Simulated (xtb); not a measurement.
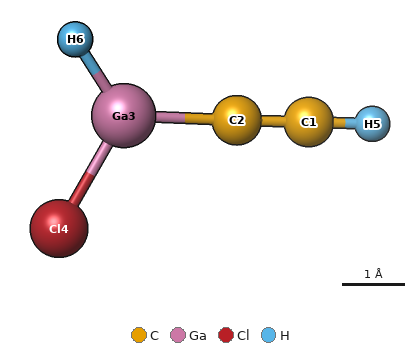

The input geometry (ball-and-stick view, seen at a tilt; atoms are numbered from 1 in the order of the input). Sticks mark near contacts.

## Polarizability calculation, with input and output: C2H2ClGa

- system: C2H2ClGa
- method: PTB (xtb 6.7.1 later snapshot)

The geometry comes from this level: PBE0-D4/def2-TZVP.

### Input file (start.xyz)
```
6
start
C      0.57780     1.05790    -1.45450
C      0.24700     0.41250    -0.48870
Ga    -0.25290    -0.58720     1.04800
Cl    -1.74540    -2.08560     0.72410
H      0.86710     1.62570    -2.30990
H      0.30650    -0.42330     2.48110
```

### File input.inp
```
$chrg 0
$spin 0
$end
```

Launched with:
```bash
xtb start.xyz --alpha --ptb --input input.inp --parallel 1 > out.txt 2> xtb.err
```

### Output
```
* xtb version 6.7.1
   ID    Z sym.   atoms
    1    6 C      1, 2
    2   31 Ga     3
    3   17 Cl     4
    4    1 H      5, 6

           -------------------------------------------------
          |                Calculation Setup                |
           -------------------------------------------------

          program call               : xtb start.xyz --alpha --ptb --input input.inp --parallel 1
          coordinate file            : start.xyz
          omp threads                :                     1

           -------------------------------------------------
          |                      P T B                      |
           -------------------------------------------------

                              @@@ @

          ...................................................
          :                      SETUP                      :
          :.................................................:
          :  # atomic orbitals                  62          :
          :  # shells                           26          :
          :  # electrons                        20          :
          :  # open shells                       0          :
          :  max. iterations                     2          :
          :  Hamiltonian                       PTB          :
          :  PC potential                    false          :
          :  electronic temp.          300.0000000     K    :
          :  -> integral cutoff          0.2500000E+02      :
          :  verbosity level                     2          :
          ...................................................

          --- Calculation progress: ---
              1st iteration...
              2nd iteration...
          --- Two-step SCF done. ---

           -------------------------------------------------
          |                Property Printout                |
           -------------------------------------------------

    * Orbital Energies and Occupations

         #    Occupation            Energy/Eh            Energy/eV
      -------------------------------------------------------------
         1        2.0000           -0.9656506             -26.2767
         2        2.0000           -0.9004763             -24.5032
         3        2.0000           -0.6820997             -18.5609
         4        2.0000           -0.6133270             -16.6895
         5        2.0000           -0.4773794             -12.9902
         6        2.0000           -0.4675248             -12.7220
         7        2.0000           -0.4453642             -12.1190
         8        2.0000           -0.4108094             -11.1787
         9        2.0000           -0.3949675             -10.7476
        10        2.0000           -0.3832182             -10.4279 (HOMO)
        11                          0.0001581               0.0043 (LUMO)
        12                          0.0954864               2.5983
        13                          0.1343137               3.6549
        14                          0.1858034               5.0560
        15                          0.1905422               5.1849
        16                          0.2406263               6.5478
        17                          0.2423406               6.5944
        18                          0.2476009               6.7376
        19                          0.2669023               7.2628
        20                          0.3411298               9.2826
        21                          0.3636754               9.8961
       ...                                ...                  ...
        62                        677.3374611           18431.2905
      -------------------------------------------------------------
                  HL-Gap            0.3833763 Eh           10.4322 eV
             Fermi-level            0.0000000 Eh            0.0000 eV

    * Atomic partial charges (q)     Shell populations (p)
    ------------------------------------------------------------------------------------
      #  sym   q                     1          2          3          4          5
    ------------------------------------------------------------------------------------
      1  C    -0.04362               0.65667    0.30638    2.10494    0.84551    0.13013
      2  C    -0.09879               0.65487    0.33439    2.05044    0.94273    0.11637
      3  Ga    0.27900               0.61517    0.25004    1.10289    0.31438    0.43851
      4  Cl   -0.12384               1.27997    0.50513    4.09444    1.21767    0.02663
      5  H     0.02811               0.64992    0.15167    0.17030
      6  H    -0.04086               0.70993    0.28267    0.04826
    ------------------------------------------------------------------------------------
      total:   0.00000

Wiberg/Mayer (AO) data.
largest (>0.10) Wiberg bond orders for each atom

 ---------------------------------------------------------------------------
     #   Z sym  total        # sym  WBO       # sym  WBO       # sym  WBO
 ---------------------------------------------------------------------------
     1   6      3.968 --     2      2.818     5      1.029
     2   6      3.916 --     1      2.818     3      1.012
     3  31      3.054 --     2      1.012     4      0.967     6      0.941
     4  17      1.053 --     3      0.967
     5   1      1.101 --     1      1.029
     6   1      1.024 --     3      0.941
 ---------------------------------------------------------------------------

Topologies differ in total number of bonds
Writing topology from bond orders to xtbtopo.mol

 --------------------------------------
    Molecular dipole moment (a.u.)
    X        Y        Z
 --------------------------------------
    0.6016   0.6596  -0.0538
 --------------------------------------
    Total dipole moment (a.u. / Debye):
    0.8944   2.2732

 --------------------------------------
    Molecular quadrupole tensor: (a.u.)
         X         Y         Z
    X   -1.4585
    Y   -7.0626   -1.2900
    Z   -2.5571   -6.2516    2.7485

 --------------------------------------
    Numerical polarizability tensor: (a.u.)
         X         Y         Z
    X   41.8632   12.5552   -3.8870
    Y   12.5552   48.1972  -11.0093
    Z   -3.8870  -11.0093   54.8498
 --------------------------------------
    Total isotropic dipole polarizability (a.u. / Å³):
   48.3034   7.1578

------------------------------------------------------------------------
------------------------------------------------------------------------
 total:
 *  cpu-time:     0 d,  0 h,  0 min,  0.015 sec
 * ratio c/w:     1.000 speedup
 SCF:
 *  cpu-time:     0 d,  0 h,  0 min,  0.014 sec
 * ratio c/w:     1.000 speedup
```

### Standard error
```
normal termination of xtb
```

### Key numbers

```json
{"quantity": "outcome", "value": "converged"}
{"quantity": "electrons treated", "value": "20"}
{"quantity": "HOMO", "value": "−10.43 eV"}
{"quantity": "LUMO", "value": "0.00 eV"}
{"quantity": "dipole moment", "value": "2.27 D"}
{"quantity": "hardware", "value": "1 thread of Arm Neoverse V2, 24 GiB of memory available, shared host"}
{"quantity": "peak memory", "value": "0.072 GiB"}
```
